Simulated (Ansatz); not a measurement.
# Cs3P (model cell, started as anti-ReO3 type): phonons and vibrational spectra

How does Cs3P (model cell, started as anti-ReO3 type) vibrate, and is this structure a minimum?

Main program and level: Ansatz 0.2.0; DFT PBEsol, scalar-relativistic, plane waves, PAW.

The structure was built from a prototype and need not be the compound's stable phase.

### Step 1. Starting point

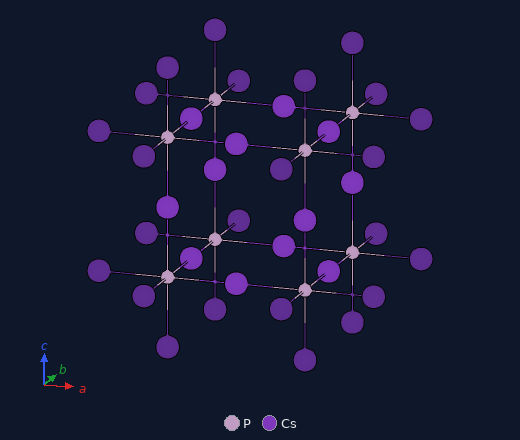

The cell as given, slightly off an axis (phosphorus pink, caesium purple). Some periodic images of atoms are drawn too.

### Step 2. Bringing the structure to rest

Harmonic phonons are second derivatives at a point where the forces vanish, and they are wanted at zero stress, so atoms and cell are relaxed first.

File input.yaml:

```yaml
crystal:
  lattice:
    - [6.516, 0.0, 0.0]
    - [0.0, 6.516, 0.0]
    - [0.0, 0.0, 6.516]
  atoms:
    - { symbol: P, position: [0.0, 0.0, 0.0] }
    - { symbol: Cs, position: [0.5, 0.0, 0.0] }
    - { symbol: Cs, position: [0.0, 0.5, 0.0] }
    - { symbol: Cs, position: [0.0, 0.0, 0.5] }
kpoints:
  mp_grid: { grid: [6, 6, 6] }
hamiltonian:
  xc: pbesol
scf:
  occupations: { method: gaussian, width: 0.1 }
output:
  forces: true
  stress: true
  eigenvalues: true
  write_density: true
  write_potential: true
  elf: true
  volumetric_format: npy
relax:
  adjacent_minimum: "off"
  f_tol: 0.005
  max_steps: 80
  cell: { stress_tol: 0.05 }
```

The run is started by

```console
ansatz run input.yaml --threads 4 --pin off --max-ram 7168MiB --backend cpu --events-out ev --progress --plain --runs-dir out
```

Numbers of over 12 decimals in the logs are rounded to 6 here.

What it wrote:

```text
Engine: ansatz 0.2.0, aarch64-unknown-linux-gnu
Pseudopotentials: kind: paw
Pseudopotential: P, paw, valence charge 5, recommended cutoff 420 eV (normal), P.paw.azcp
Pseudopotential: Cs, paw, valence charge 9, recommended cutoff 420 eV (normal), Cs.paw.azcp
Functional definition: PBEsol
  exchange = pbesol_x
  correlation = pbesol_c
Crystal: 4 atoms, lattice volume = 276.658 Å³
Basis set: ecut = 420 eV, 5449 PW (Γ), exchange–correlation on 90×90×90 points (8 copies of the dense FFT grid, shifted against one another)
Bands: 20, of which v1, the nominal top of the filled ones, is band 16 counted from 1 (15 counted from 0)
Symmetry: 48 space group operations
Space group: Pm-3m (ITA 221), of the structure as read, at distance tolerance 6.5e-5 Å
k-points: 20 of 216
Non-local potential: P, projectors of the file, l = 0: 2, l = 1: 2, l = 2: 2
Non-local potential: Cs, projectors of the file, l = 0: 3, l = 1: 2, l = 2: 2, l = 3: 2
PAW form: soft (Blöchl's): semilocal exchange-correlation on the pseudo side does not see the compensation charge
PAW frozen core: P, regenerated for the run's functional, and the local potential with it (the file was generated under x = pbe(κ = 0.804, μ = 0.219515), c = pbe(β = 0.066725))
PAW frozen core: Cs, regenerated for the run's functional, and the local potential with it (the file was generated under x = pbe(κ = 0.804, μ = 0.219515), c = pbe(β = 0.066725))
PAW one-centre angular grid: P, 110 points (default); XC on 64 Gauss nodes
PAW one-centre angular grid: Cs, 194 points (default); XC on 64 Gauss nodes
Initial density: superposition of atomic densities (neutral atoms: chi_scale 0, normalization atom), corrected by the library's trained network
Initial wavefunctions: pseudopotential atomic-orbital guess
Functional: x = pbesol(κ = 0.804, μ = 0.123457), c = pbesol(β = 0.046)
SCF iter   1: F=—  HF=-17497.410374 eV  |F-HF|=—  |Δ(HF+E_count)|=         —  Δρ=6.02e-3  dr2=5.09e-1  ethr=1.77e-3  ⟨swp⟩=8.6  Hψ=2328  notcnv=0
preconditioner: auto → LDOS  [metal: Δε(μ)=0.034 eV  Ē_g=8.621 eV  σ=0.100 eV  W_gap=0.19  n_scr=26 (ndim 8)  ℏωp=11.4 eV  f_vac=0.253  D(μ)=6.52/eV (n_scr^D=32)  β→1.0]
SCF iter   2: F=—  HF=-17497.360868 eV  |F-HF|=—  |Δ(HF+E_count)|=   4.95e-2  Δρ=3.04e-3  dr2=1.23e-1  ethr=1.59e-3  ⟨swp⟩=1.4  Hψ=569  notcnv=0
SCF iter   3: F=—  HF=-17497.342503 eV  |F-HF|=—  |Δ(HF+E_count)|=   1.84e-2  Δρ=5.72e-4  dr2=2.87e-3  ethr=3.85e-4  ⟨swp⟩=1.9  Hψ=487  notcnv=0
SCF iter   4: F=—  HF=-17497.342434 eV  |F-HF|=—  |Δ(HF+E_count)|=   6.92e-5  Δρ=1.29e-4  dr2=1.01e-4  ethr=8.97e-6  ⟨swp⟩=2.0  Hψ=488  notcnv=0
SCF iter   5: F=—  HF=-17497.342469 eV  |F-HF|=—  |Δ(HF+E_count)|=   3.56e-5  Δρ=3.62e-5  dr2=7.95e-6  ethr=3.14e-7  ⟨swp⟩=3.1  Hψ=850  notcnv=0
SCF iter   6: F=—  HF=-17497.342446 eV  |F-HF|=—  |Δ(HF+E_count)|=   2.31e-5  Δρ=1.03e-5  dr2=1.28e-6  ethr=2.48e-8  ⟨swp⟩=2.0  Hψ=655  notcnv=0
SCF iter   7: F=-17497.342446 eV  HF=-17497.342446 eV  |F-HF|=2.58e-8  |Δ(HF+E_count)|=   1.24e-7  Δρ=2.36e-6  dr2=8.82e-8  ethr=3.13e-10  ⟨swp⟩=12.6  Hψ=3305  notcnv=0
SCF 1 converged in 7 iterations: F = -17497.342446 eV  dr2 = 8.82e-8
  greatest PAW one-centre occupation: 0.929 electrons in one spin orbital (limit 2), on the Cs atom at site 3 (counted from 0), in its partial waves of l = 0
relax step   1: F+E_penalty+E_count = -17497.34244646 eV  Δ(F+E_penalty+E_count) = +0.000e0 eV  max|allowed force component| = 5.111e-30 eV/Å  Δτ_max = 0.0000 Å  P = +1.546 GPa  Ω = 276.658 Å³  (7 SCF iters, dr2 threshold 1.00e-7 eV, accepted)
Crystal: 4 atoms, lattice volume = 295.818 Å³
Basis set: ecut = 420 eV, 5743 PW (Γ), exchange–correlation on 90×90×90 points (8 copies of the dense FFT grid, shifted against one another)
Initial density: handed on by an earlier stage of this run
Initial wavefunctions: those handed on with the density
iter 1 solved again at ethr=2.18e-4 eV; its pass at ethr=3.10e-3 eV (dr2=6.97e-2 eV) is discarded
SCF iter   1: F=—  HF=-17497.494801 eV  |F-HF|=—  |Δ(HF+E_count)|=         —  Δρ=2.12e-3  dr2=7.00e-2  ethr=2.18e-4  ⟨swp⟩=2.0  Hψ=2638  notcnv=0
preconditioner: auto → LDOS  [metal: Δε(μ)=0.038 eV  Ē_g=8.666 eV  σ=0.100 eV  W_gap=0.21  n_scr=26 (ndim 8)  ℏωp=11.0 eV  f_vac=0.263  D(μ)=6.17/eV (n_scr^D=32)  β→1.0]
SCF iter   2: F=—  HF=-17497.487292 eV  |F-HF|=—  |Δ(HF+E_count)|=   7.51e-3  Δρ=9.42e-4  dr2=1.24e-2  ethr=2.18e-4  ⟨swp⟩=1.3  Hψ=417  notcnv=0
SCF iter   3: F=—  HF=-17497.485552 eV  |F-HF|=—  |Δ(HF+E_count)|=   1.74e-3  Δρ=1.90e-4  dr2=4.29e-4  ethr=3.88e-5  ⟨swp⟩=2.0  Hψ=443  notcnv=0
SCF iter   4: F=—  HF=-17497.485547 eV  |F-HF|=—  |Δ(HF+E_count)|=   4.48e-6  Δρ=6.57e-5  dr2=4.85e-5  ethr=1.34e-6  ⟨swp⟩=2.2  Hψ=555  notcnv=0
SCF iter   5: F=—  HF=-17497.485527 eV  |F-HF|=—  |Δ(HF+E_count)|=   2.09e-5  Δρ=1.03e-5  dr2=1.57e-6  ethr=1.52e-7  ⟨swp⟩=2.0  Hψ=490  notcnv=0
SCF iter   6: F=-17497.485527 eV  HF=-17497.485527 eV  |F-HF|=8.55e-9  |Δ(HF+E_count)|=   1.27e-7  Δρ=1.56e-6  dr2=1.32e-8  ethr=1.25e-9  ⟨swp⟩=14.6  Hψ=3364  notcnv=0
SCF 2 converged in 6 iterations: F = -17497.485527 eV  dr2 = 1.32e-8
relax step   2: F+E_penalty+E_count = -17497.48552674 eV  Δ(F+E_penalty+E_count) = -1.431e-1 eV  max|allowed force component| = 2.268e-30 eV/Å  Δτ_max = 0.0000 Å  P = +0.883 GPa  Ω = 295.818 Å³  energy of the carried Pulay correction = -2.408e-4 eV  (6 SCF iters, dr2 threshold 4.00e-7 eV, accepted)
Crystal: 4 atoms, lattice volume = 325.780 Å³
Basis set: ecut = 420 eV, 6403 PW (Γ), exchange–correlation on 90×90×90 points (8 copies of the dense FFT grid, shifted against one another)
iter 1 solved again at ethr=4.87e-4 eV; its pass at ethr=3.10e-3 eV (dr2=1.56e-1 eV) is discarded
SCF iter   1: F=—  HF=-17497.595248 eV  |F-HF|=—  |Δ(HF+E_count)|=         —  Δρ=2.88e-3  dr2=1.55e-1  ethr=4.87e-4  ⟨swp⟩=1.2  Hψ=2505  notcnv=0
preconditioner: auto → LDOS  [metal: Δε(μ)=0.026 eV  Ē_g=8.621 eV  σ=0.100 eV  W_gap=0.15  n_scr=32 (ndim 8)  ℏωp=10.5 eV  f_vac=0.304  D(μ)=6.63/eV (n_scr^D=32)  β→1.0]
SCF iter   2: F=—  HF=-17497.580346 eV  |F-HF|=—  |Δ(HF+E_count)|=   1.49e-2  Δρ=1.25e-3  dr2=2.74e-2  ethr=4.85e-4  ⟨swp⟩=1.6  Hψ=418  notcnv=0
SCF iter   3: F=—  HF=-17497.576941 eV  |F-HF|=—  |Δ(HF+E_count)|=   3.40e-3  Δρ=2.52e-4  dr2=8.42e-4  ethr=8.56e-5  ⟨swp⟩=2.0  Hψ=447  notcnv=0
SCF iter   4: F=—  HF=-17497.576931 eV  |F-HF|=—  |Δ(HF+E_count)|=   1.00e-5  Δρ=8.09e-5  dr2=7.47e-5  ethr=2.63e-6  ⟨swp⟩=2.3  Hψ=529  notcnv=0
SCF iter   5: F=—  HF=-17497.576915 eV  |F-HF|=—  |Δ(HF+E_count)|=   1.58e-5  Δρ=1.36e-5  dr2=3.18e-6  ethr=2.33e-7  ⟨swp⟩=2.1  Hψ=496  notcnv=0
SCF iter   6: F=-17497.576915 eV  HF=-17497.576915 eV  |F-HF|=2.70e-8  |Δ(HF+E_count)|=   3.60e-7  Δρ=3.14e-6  dr2=5.13e-8  ethr=1.25e-9  ⟨swp⟩=15.4  Hψ=3642  notcnv=0
SCF 3 converged in 6 iterations: F = -17497.576915 eV  dr2 = 5.13e-8
  greatest PAW one-centre occupation: 0.928 electrons in one spin orbital (limit 2), on the Cs atom at site 3 (counted from 0), in its partial waves of l = 0
relax step   3: F+E_penalty+E_count = -17497.57691536 eV  Δ(F+E_penalty+E_count) = -9.139e-2 eV  max|allowed force component| = 9.335e-30 eV/Å  Δτ_max = 0.0000 Å  P = +0.149 GPa  Ω = 325.780 Å³  energy of the carried Pulay correction = -5.867e-4 eV  (6 SCF iters, dr2 threshold 4.00e-7 eV, accepted)
[...]
relax step   4: F+E_penalty+E_count = -17497.58029895 eV  Δ(F+E_penalty+E_count) = -3.384e-3 eV  max|allowed force component| = 5.520e-30 eV/Å  Δτ_max = 0.0000 Å  P = -0.024 GPa  Ω = 334.964 Å³  energy of the carried Pulay correction = -6.861e-4 eV  (6 SCF iters, dr2 threshold 5.51e-8 eV, accepted)
Basis set: ecut = 420 eV, 6619 PW (Γ), exchange–correlation on 96×96×96 points (8 copies of the dense FFT grid, shifted against one another)
Initial wavefunctions: pseudopotential atomic-orbital guess (no wavefunctions were taken with the density)
iter 1 solved again at ethr=1.58e-7 eV; its pass at ethr=3.10e-3 eV (dr2=5.06e-5 eV) is discarded
SCF iter   1: F=—  HF=-17497.583432 eV  |F-HF|=—  |Δ(HF+E_count)|=         —  Δρ=7.98e-5  dr2=2.37e-6  ethr=1.58e-7  ⟨swp⟩=5.2  Hψ=3722  notcnv=0
preconditioner: auto → LDOS  [metal: Δε(μ)=0.030 eV  Ē_g=8.672 eV  σ=0.100 eV  W_gap=0.16  n_scr=32 (ndim 8)  ℏωp=10.3 eV  f_vac=0.288  D(μ)=5.65/eV (n_scr^D=26)  β→1.0]
SCF iter   2: F=—  HF=-17497.583544 eV  |F-HF|=—  |Δ(HF+E_count)|=   1.12e-4  Δρ=3.02e-6  dr2=2.10e-8  ethr=7.42e-9  ⟨swp⟩=2.5  Hψ=681  notcnv=0
SCF iter   3: F=—  HF=-17497.583544 eV  |F-HF|=—  |Δ(HF+E_count)|=   3.80e-8  Δρ=4.87e-7  dr2=1.84e-9  ethr=6.56e-11  ⟨swp⟩=2.7  Hψ=768  notcnv=0
SCF iter   4: F=—  HF=-17497.583544 eV  |F-HF|=—  |Δ(HF+E_count)|=  2.33e-10  Δρ=1.32e-7  dr2=2.98e-10  ethr=5.74e-12  ⟨swp⟩=2.8  Hψ=686  notcnv=0
SCF iter   5: F=—  HF=-17497.583544 eV  |F-HF|=—  |Δ(HF+E_count)|=  6.55e-11  Δρ=8.79e-8  dr2=1.47e-10  ethr=1.00e-12  ⟨swp⟩=2.1  Hψ=504  notcnv=0
SCF iter   6: F=-17497.583544 eV  HF=-17497.583544 eV  |F-HF|=1.09e-11  |Δ(HF+E_count)|=  7.28e-12  Δρ=2.83e-8  dr2=1.05e-11  ethr=1.00e-12  ⟨swp⟩=9.3  Hψ=2466  notcnv=0
SCF 5 converged in 6 iterations: F = -17497.583544 eV  dr2 = 1.05e-11
relax step   5: F+E_penalty+E_count = -17497.58354368 eV  Δ(F+E_penalty+E_count) = -3.245e-3 eV  max|allowed force component| = 5.140e-30 eV/Å  Δτ_max = 0.0000 Å  P = -0.005 GPa  Ω = 334.964 Å³  stress off target by 4.61e-3 GPa  SCF on the basis re-selected at this cell (its energy is not comparable with the rows above)  (6 SCF iters)
basis re-selected at this cell: Δ(F+E_penalty+E_count) = -3.245e-3 eV, ΔP = +0.019 GPa vs the last step (what re-selecting the basis moved, of the pressure what is left beyond the Pulay correction that the steps carried, after the strain that the cell walked since its last selection, with what the two solves' SCF thresholds leave and, on support functions, any second-order correction that the steps lacked; it is no measure of the basis error at this ecutwfc). The dense FFT grid was sized anew with the basis: this SCF ran on 48×48×48 points, the steps before it on 45×45×45, so part of this shift can come from that change (see relax.cell in the input reference). [rest of the remark cut]
SCF converged after 6 iterations
Free energy (F): -17497.583544 eV
Harris-Foulkes:  -17497.583544 eV  (|F-HF|=1.09e-11)
Internal energy: -17497.555300 eV  (E = F + TS)
E sigma→0 (E₀):  -17497.569422 eV
Entropy (-TS):   -0.028244 eV (-7.061 meV/atom)
Fermi energy:    2.423597 eV
--- Per-component energies (eV) ---
  E_band       = -254.452768
  E_kinetic    = 494.960992
  E_local      = -1492.769487  (includes V_loc(G=0)·N_el)
  E_nonlocal   = 127.695198
  E_hartree    = 562.546075
  E_xc         = -577.126560
  E_vxc        = -436.511305  (∫ρ·V_xc dr)
  E_paw        = -15504.683332  (= ΣΔE_a)
  E_vpaw       = -72.920367  (= ΣTr[D̂ρ^β])
  E_aug_tail   = -0.000001  (compensation charges beyond the density's cutoff)
  E_ewald      = -1108.656762
  E_core_change = 0.478576  (= ΣΔE_core)
  E_smearing   = -0.028244  (= −TS)
  E_closure    = -0.000000  (closes the sum)
  Σ components = -17497.583544   (vs F -17497.583544, Δ=0.00e0)
--- Forces (eV/Å), atoms counted from 1 ---
  atom   1  P     -0.00000000    -0.00000000     0.00000000
  atom   2  Cs    -0.00000000    -0.00000000    -0.00000000
  atom   3  Cs    -0.00000000     0.00000000     0.00000000
  atom   4  Cs    -0.00000000     0.00000000     0.00000000
  max |Σ_I F_I| component: 6.79e-30 eV/Å
--- Stress (GPa, compression-positive) ---
       -0.004608      -0.000000       0.000000
        0.000000      -0.004608       0.000000
        0.000000       0.000000      -0.004608
  P = ⅓ Tr σ = -0.0046 GPa (-0.046 kbar)
--- Band table (eV; the first three rows and the last of 20) ---
  k-point 0: bands = [... 12 lower, -5.6628, 1.6914, 2.5059, 2.5059, 2.5059, 3.6951, 3.6951, 4.3181]
  k-point 1: bands = [... 12 lower, -5.5580, 1.7456, 2.2997, 2.4695, 2.4695, 3.6180, 3.8274, 4.3585]
  k-point 2: bands = [... 12 lower, -5.3625, 1.6199, 2.2972, 2.4040, 2.4040, 3.2504, 4.1811, 4.3989]
  k-point 19: bands = [... 12 lower, -4.7356, 1.2917, 1.2917, 1.2917, 3.0123, 4.2439, 4.2439, 4.2439]
--- Relaxed structure (4 steps of the walk, 4 accepted, 1 SCFs on fresh bases) ---
  F+E_penalty+E_count = -17497.58354368 eV   max|allowed force component| = 5.140e-30 eV/Å   (the final SCF, on the basis selected at the relaxed cell)
  cell:  # Å, volume = 334.9640 Å³
    - [6.944901, 0, 0]
    - [0, 6.944901, 0.0]
    - [0, 0.0, 6.944901]
  atoms:
    - { symbol: P, position: [0, 0, 0] }
    - { symbol: Cs, position: [0.5, 0, 0] }
    - { symbol: Cs, position: [0, 0.5, 0] }
    - { symbol: Cs, position: [0, 0, 0.5] }
```

Wall time 15 s (4 threads of Arm Neoverse V1, shared host); peak memory 0.67 GiB; 54 s of CPU time.

Step by step:

```
step  energy less that of the first step (eV)  largest force component (eV/Å)  pressure (GPa)  volume (Å³)
   1                                   0.0000                          0.0000            1.55       276.66
   2                                  -0.1431                          0.0000            0.88       295.82
   3                                  -0.2345                          0.0000            0.15       325.78
   4                                  -0.2379                          0.0000           -0.02       334.96
  5*                                  -0.2411                          0.0000            0.00       334.96
```

Relaxation steps marked * repeat the geometry before them on a plane-wave basis chosen anew for their cell, so energy and pressure can jump there.

The run keeps the 48 symmetry operations that it works with, so distortions that break them were not tested.

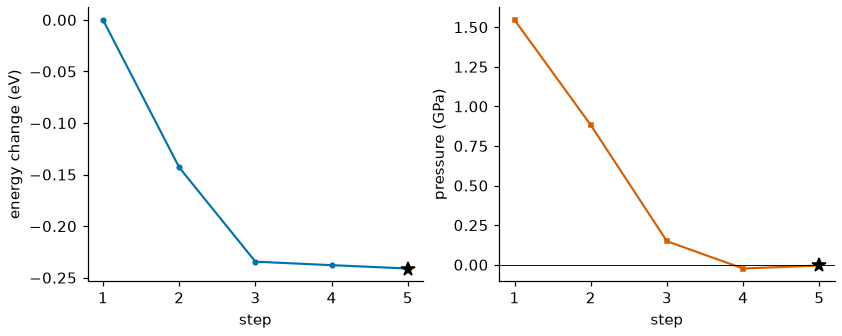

Energy and pressure along the relaxation. Stars mark steps on a basis chosen anew.

```
conventional cell, symmetrised  before  after   change
                         a (Å)   6.516  6.945   +6.6 %
                         b (Å)   6.516  6.945   +6.6 %
                         c (Å)   6.516  6.945   +6.6 %
              volume (Å³/atom)   69.16  83.74  +21.1 %
```

Final coordinates:

```cif
data_structure
_symmetry_space_group_name_H-M 'P 1'
_symmetry_Int_Tables_number 1
_cell_length_a 6.9449
_cell_length_b 6.9449
_cell_length_c 6.9449
_cell_angle_alpha 90.000
_cell_angle_beta 90.000
_cell_angle_gamma 90.000
_cell_volume 334.96
loop_
_atom_site_label
_atom_site_type_symbol
_atom_site_fract_x
_atom_site_fract_y
_atom_site_fract_z
_atom_site_occupancy
P1 P 0.00000 0.00000 0.00000 1
Cs2 Cs 0.50000 0.00000 0.00000 1
Cs3 Cs 0.00000 0.50000 0.00000 1
Cs4 Cs 0.00000 0.00000 0.50000 1
```

This step gave:

| Quantity | Value |
| --- | --- |
| pressure | -0.004608 GPa |
| volume per atom | 83.74 Å³ |
| gap on the k-mesh | 0 eV |

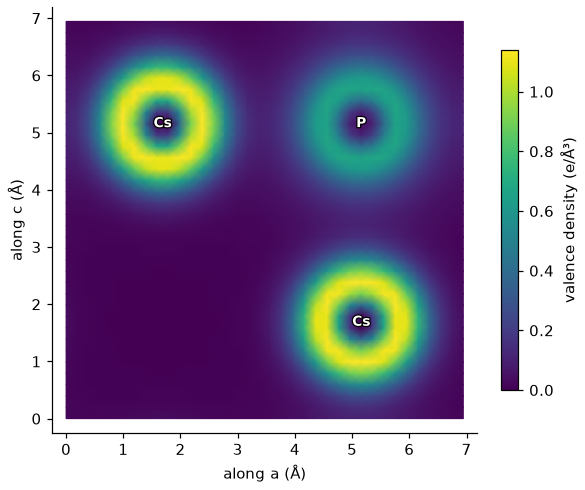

Valence density in the ac plane at fractional y = 0.000, with atoms of P and Cs within 0.2 Å of it. It is the smooth field of the valence electrons, not physical close to the nuclei. The map starts off the cell's origin, so that atoms lie inside it.

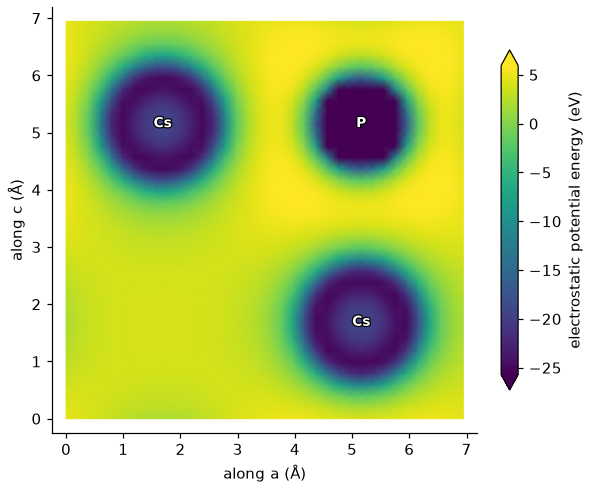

Electrostatic potential energy in the ac plane at fractional y = 0.000, with atoms of P and Cs within 0.2 Å of it. With pseudopotentials it is smooth inside the atoms' cores, unlike the true potential. The map starts off the cell's origin, so that atoms lie inside it.

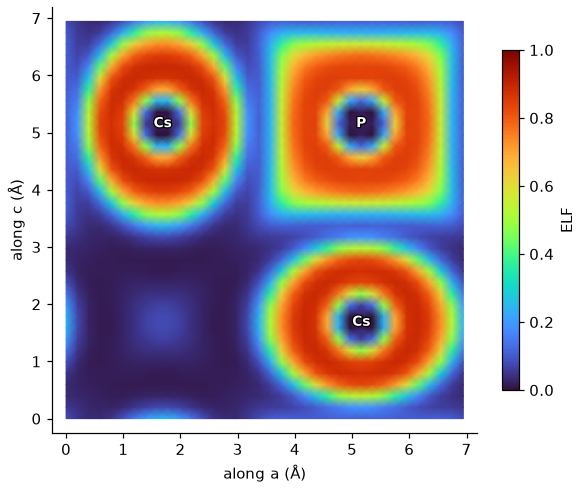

ELF in the ac plane at fractional y = 0.000, with atoms of P and Cs within 0.2 Å of it. It is the smooth field of the valence electrons, not physical close to the nuclei. The map starts off the cell's origin, so that atoms lie inside it.

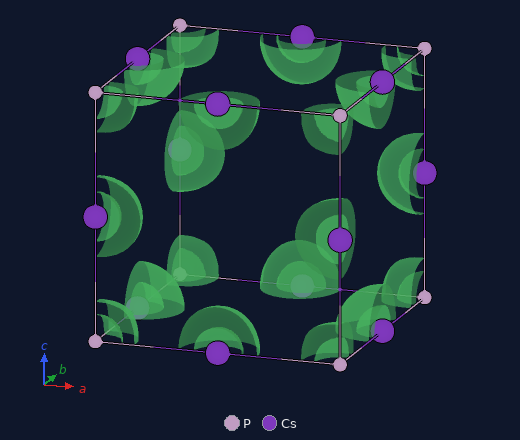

Surface of ELF = 0.81.

In this step the volume went from 69.16 to 83.74 Å³/atom.

### Step 3. Relaxation

The relaxation is repeated from its end on the same settings, as a check that it has come to rest.

input.yaml, the sections that differ from step 2:

```yaml
crystal:
  lattice:
    - [6.9449009463, 0.0, 0.0]
    - [0.0, 6.9449009463, 0.0]
    - [0.0, 0.0, 6.9449009463]
  atoms:
    - { symbol: P, position: [0.0, 0.0, 0.0] }
    - { symbol: Cs, position: [0.5, 0.0, 0.0] }
    - { symbol: Cs, position: [0.0, 0.5, 0.0] }
    - { symbol: Cs, position: [0.0, 0.0, 0.5] }
output:
  forces: true
  stress: true
  eigenvalues: true
# kpoints, hamiltonian, scf, relax: as in step 2
```

What it wrote:

```text
[...]
Crystal: 4 atoms, lattice volume = 334.964 Å³
Basis set: ecut = 420 eV, 6619 PW (Γ), exchange–correlation on 96×96×96 points (8 copies of the dense FFT grid, shifted against one another)
Bands: 20, of which v1, the nominal top of the filled ones, is band 16 counted from 1 (15 counted from 0)
Symmetry: 48 space group operations
[...]
k-points: 20 of 216
[...]
--- Relaxed structure (1 steps of the walk, 1 accepted, 1 SCFs on fresh bases) ---
[...]
cell:  # Å, volume = 334.9640 Å³
    - [6.9449009463, 0.0, 0.0]
    - [0.0, 6.9449009463, 0.0]
    - [0.0, 0.0, 6.9449009463]
  atoms:
    - { symbol: P, position: [0.0, 0.0, 0.0] }
    - { symbol: Cs, position: [0.5, 0.0, 0.0] }
    - { symbol: Cs, position: [0.0, 0.5, 0.0] }
    - { symbol: Cs, position: [0.0, 0.0, 0.5] }
[key lines of the parts left out:]
SCF converged after 5 iterations
Free energy (F): -17497.583544 eV
Fermi energy:    2.423594 eV
P = ⅓ Tr σ = -0.0046 GPa (-0.046 kbar)
```

It took 6.3 s on 4 threads; peak memory 0.66 GiB.

Little changed from the start: no atom moved by 0.005 Å and no cell edge by 0.1 %.

Numbers from this step:

| Quantity | Value |
| --- | --- |
| pressure | -0.004609 GPa |

In this step the volume went from 83.74 to 83.74 Å³/atom.

(Part 1 of 2 ends here.)

[Logs are printed without paths, hosts, clocks, repeated set-up lines and the standing remarks that a program may print on its own settings, such as how far it seeks lower states.]

[Hosts, paths, dates, database ids (printed as entryN), source tags and the programs' standing remarks are cut or masked in the printed files.]
